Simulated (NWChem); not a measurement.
**C2H3F (SMILES C=CF) at 6 levels**

We compute a comparison of 6 runs (HF/STO-3G, HF/3-21G, B3LYP/6-31G*, M06-2X/6-31G*, PBE0/def2-SVP, CCSD(T)/6-31G**) of C2H3F. 

The calculation is run with NWChem 7.3.0.

### Step 1. The system as given

C2H3F has 6 atoms, charge 0, and is taken as a singlet. As SMILES, `C=CF`. Geometry: relaxed at PBE0-D4/def2-TZVP.

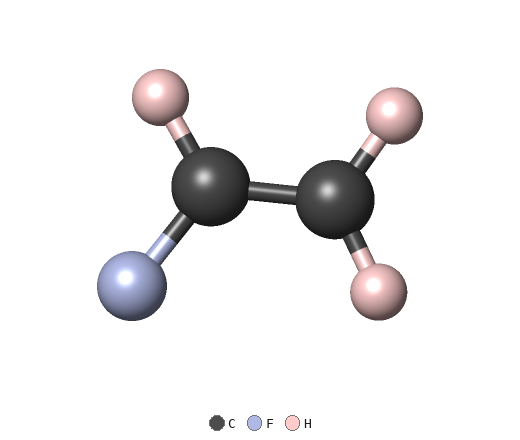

The structure, seen from a chosen angle (carbon dark grey, fluorine light blue, hydrogen pink).

### Step 2. Energy and forces at HF/STO-3G (run 1)

Input file calc.nw:

```
start calc
memory stack 880 mb heap 220 mb global 1100 mb

geometry units angstroms noautosym nocenter noautoz
   C       -0.536200       0.076400      -0.442800
   C        0.490000      -0.016300       0.376600
   F        0.966200      -1.192400       0.795500
   H       -1.043900      -0.803300      -0.816600
   H       -0.880200       1.054100      -0.749700
   H        1.046100       0.817400       0.790700
end

basis "ao basis" spherical bse
   C library STO-3G
   F library STO-3G
   H library STO-3G
end

scf
   thresh 1e-08
   maxiter 80
end

task scf gradient
```

Run with:

```bash
$ nwchem calc.nw > calc.out
```

The log of the run:

```text
[...]
  functions       =    18
[...]
  wavefunction    = RHF
[...]
         Total SCF energy =   -174.531928847661
      One-electron energy =   -375.935848444622
      Two-electron energy =    133.610616867233
 Nuclear repulsion energy =     67.793302729728
        Time for solution =      0.3s
[...]
                         RHF ENERGY GRADIENTS
    atom               coordinates                        gradient
                 x          y          z           x          y          z
   1 C      -1.013271   0.144375  -0.836771   -0.007522  -0.008524  -0.005696
   2 C       0.925966  -0.030803   0.711671    0.012765  -0.002498   0.010216
   3 F       1.825853  -2.253309   1.503277   -0.008166   0.021384  -0.007219
   4 H      -1.972685  -1.518017  -1.543150   -0.000418  -0.003318  -0.000211
   5 H      -1.663337   1.991960  -1.416728    0.002601   0.003876   0.001937
   6 H       1.976842   1.544662   1.494206    0.000740  -0.010920   0.000973
[...]
```

Wall time 1 s (1 thread of Intel Xeon 6975P-C (Granite Rapids), shared host); peak memory 0.094 GiB.

### Step 3. Energy and gradient at HF/3-21G (run 2)

Input file c2h3f.xyz:

```xyz
6

C     -0.536200     0.076400    -0.442800
C      0.490000    -0.016300     0.376600
F      0.966200    -1.192400     0.795500
H     -1.043900    -0.803300    -0.816600
H     -0.880200     1.054100    -0.749700
H      1.046100     0.817400     0.790700
```

Input file run.py:

```python
from ase.io import read
from ase.calculators.nwchem import NWChem

molecule = read('c2h3f.xyz')

calc = NWChem(
    label='c2h3f',
    theory='scf',
    memory='2200 mb',
    basis='3-21G',
    basispar='spherical bse',
    scf={'nopen': '0', 'rhf': None, 'thresh': '1e-08', 'maxiter': '80'},
)
molecule.calc = calc

forces = molecule.get_forces()
print(f"energy = {molecule.get_potential_energy():.6f} eV")
print("forces (eV/A):")
for s, f in zip(molecule.symbols, forces):
    print(f"{s:2s} {f[0]:10.5f} {f[1]:10.5f} {f[2]:10.5f}")
print("dipole (e A):", molecule.get_dipole_moment().round(4))
```

Run with:

```bash
$ export ASE_NWCHEM_COMMAND="nwchem PREFIX.nwi > PREFIX.nwo"
$ python run.py
```

The log of the run:

```text
energy = -4787.007213 eV
forces (eV/A):
C     0.35363    0.21973    0.27387
C    -0.70844    1.35590   -0.60843
F     0.47715   -1.16594    0.41899
H     0.22914    0.38844    0.16866
H     0.07487   -0.43421    0.07430
H    -0.42629   -0.36391   -0.32740
dipole (e A): [-0.1088  0.3345 -0.0979]
```

The calculator wrote c2h3f.nwi:

```
title "c2h3f"

permanent_dir c2h3f

scratch_dir c2h3f

start c2h3f

geometry units angstrom nocenter noautosym noautoz
  C  -5.3620000000000001e-01 7.6399999999999996e-02 -4.4280000000000003e-01
  C  4.8999999999999999e-01 -1.6299999999999999e-02 3.7659999999999999e-01
  F  9.6619999999999995e-01 -1.1923999999999999e+00 7.9549999999999998e-01
  H  -1.0439000000000001e+00 -8.0330000000000001e-01 -8.1659999999999999e-01
  H  -8.8019999999999998e-01 1.0541000000000000e+00 -7.4970000000000003e-01
  H  1.0461000000000000e+00 8.1740000000000002e-01 7.9069999999999996e-01
end

memory 2200 mb

basis spherical bse noprint
   * library 3-21G
end

scf
  nopen 0
  rhf
  thresh 1e-08
  maxiter 80
end

task scf gradient
```

c2h3f.nwo:

```text
Northwest Computational Chemistry Package (NWChem) 7.3.0
             --------------------------------------------------------

           Job information
           ---------------

    nwchem branch   = 7.3.0
    use scalapack   = T
    input           = c2h3f.nwi
    prefix          = c2h3f.
    data base       = c2h3f/c2h3f.db
    status          = startup
    nproc           =        1

           Memory information
           ------------------

[... 5 lines left out ...]
    hardfail = no
[... 129 lines left out ...]
         Quadratically convergent ROHF
[... 14 lines left out ...]
       Final RHF  results
[... 4 lines left out ...]
      Two-electron energy =    132.365032524768
[... 31 lines left out ...]
                       ROHF Final Molecular Orbital Analysis
[... 211 lines left out ...]
                 ----------------------------------------
                 |  Time  |  1-e(secs)   |  2-e(secs)   |
                 ----------------------------------------
                 |  CPU   |       0.00   |       0.06   |
                 ----------------------------------------
                 |  WALL  |       0.00   |       0.06   |
                 ----------------------------------------

 Task  times  cpu:        0.3s     wall:        0.3s
 Total times  cpu:        0.4s     wall:        0.4s
```

Run time: 1.5 s. Hardware: 1 thread of Intel Xeon 6975P-C (Granite Rapids), shared host; peak memory 0.096 GiB.

Runs 3 to 5 aren't shown in full; the table further down has their settings and results.

### Step 4. A single-point energy at CCSD(T)/6-31G(d,p) (spherical functions) (run 6)

Input file calc.xyz:

```xyz
6

C     -0.536200     0.076400    -0.442800
C      0.490000    -0.016300     0.376600
F      0.966200    -1.192400     0.795500
H     -1.043900    -0.803300    -0.816600
H     -0.880200     1.054100    -0.749700
H      1.046100     0.817400     0.790700
```

Input file calc.nw:

```
start calc
memory 2200 mb
charge 0

geometry units angstroms noautosym nocenter noautoz
 load format xyz calc.xyz
end

basis "ao basis" spherical bse
 * library 6-31G**
end

scf
 thresh 1e-08
 maxiter 80
 print medium
end

ccsd
 freeze core 3
 maxiter 60
end

task ccsd(t) energy
```

Run with:

```bash
$ nwchem calc.nw > calc.out
```

The log of the run:

```text
[...]
  functions       =    57
[...]
  wavefunction    = RHF
[...]
         Total SCF energy =   -176.885963009158
      One-electron energy =   -377.474908516317
      Two-electron energy =    132.795642777431
 Nuclear repulsion energy =     67.793302729728
        Time for solution =      2.0s
[...]
 Total MP2 energy:           -177.321443039661546
[...]
             energy      energy      error      ampl     ampl      Block
                                                time     time      time
[...]
 Total CCSD energy:           -177.346281660077693
[...]
 Total CCSD+T(CCSD) energy:           -177.360547798997800
[...]
 Total CCSD(T) energy:                -177.359424388876192
[...]
```

It took 15 s on 1 thread of Intel Xeon 6975P-C (Granite Rapids), shared host; peak memory 0.13 GiB.

### Step 5. The series

```
run                                  level  Cartesian functions  iteration cap  energy (Eh)  dipole moment (D)  HOMO energy (eV)  LUMO energy (eV)  wall time
  1                              HF/STO-3G                   no             80  -174.531929               0.88             -8.40              8.68        1 s
  2                               HF/3-21G                   no             80  -175.919272               1.75            -10.41              5.00      1.5 s
  3     B3LYP/6-31G* (Cartesian functions)                  yes            100  -177.819417                  –                 –                 –      9.3 s
  4    M06-2X/6-31G* (spherical functions)                   no            100  -177.740015               1.30                 –                 –       14 s
  5                          PBE0/def2-SVP                   no            100  -177.495993               1.31             -7.64              0.54      9.9 s
  6  CCSD(T)/6-31G** (spherical functions)                   no             80  -177.359424                  –            -10.28              5.03       15 s
```

### Step 6. Summary of results

```
                                          quantity          value
                               run 6: total energy  -177.35942 Eh
        run 6: HOMO energy (Hartree–Fock orbitals)      -10.28 eV
        run 6: LUMO energy (Hartree–Fock orbitals)        5.03 eV
      run 6: HOMO–LUMO gap (Hartree–Fock orbitals)       15.32 eV
run 6: correlation energy (3 core orbitals frozen)     -473.5 mEh
                             run 6: (T) correction     -13.14 mEh
```

In words: Over runs 1, 2, 4, 5 the dipole moment (its size) runs from 0.88 D (HF/STO-3G) to 1.75 D (HF/3-21G). Over runs 1, 2, 5 the HOMO–LUMO gap runs from 8.18 eV (PBE0/def2-SVP) to 17.08 eV (HF/STO-3G). The two ends differ in method and basis. Totals of different functionals can't be ranked against each other. In run 1 the basis is minimal, so the values are rough. All runs together took 50 s, the longest 15 s.
